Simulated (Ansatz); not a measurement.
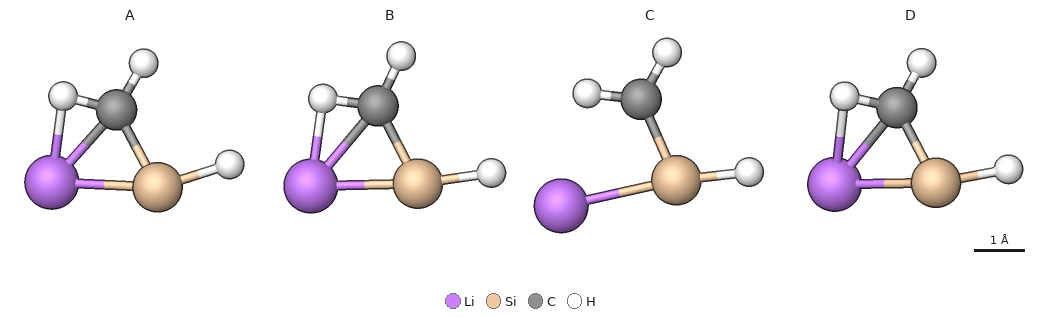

4 geometries from one relaxation of CH3LiSi, in shuffled order. A ball-and-stick model, seen at a tilt.

Method: RKS PBE0-D4/def2-TZVP (Ansatz 0.2.0). (force threshold 0.005 eV/Å; at most 200 steps)

### Put them in the order of the run, from the start to the converged end.

C, B, A, D. They are steps 0, 3, 6, 16, at +0.243 eV, +0.098 eV, +0.032 eV relative to the last. The largest move after the best rigid fit is that of the Li atom, 0.62 Å. Largest moves by element: Li 0.62 Å, H 0.49 Å, Si 0.44 Å, C 0.19 Å. Near-neighbour distances that change, for instance: C–Li 2.690 → 2.101 Å, H–Li 2.322 → 2.016 Å, Li–Si 2.402 → 2.362 Å, H–Si 1.488 → 1.513 Å. Bond angles that change, for instance: Li–Si–H 173.9° → 136.1°, Li–Si–C 78.6° → 59.0°, C–Si–H 107.4° → 102.3°. The energy falls by 0.243 eV in 14 accepted moves (16 points after the start). Largest force component: 0.88 eV/Å at the start, 0.0033 eV/Å at the end. The line search rejected the trial steps at points 8, 12 of the run. The run took 28 s on 2 threads of Intel Xeon Platinum 8259CL @ 2.50GHz (shared host).
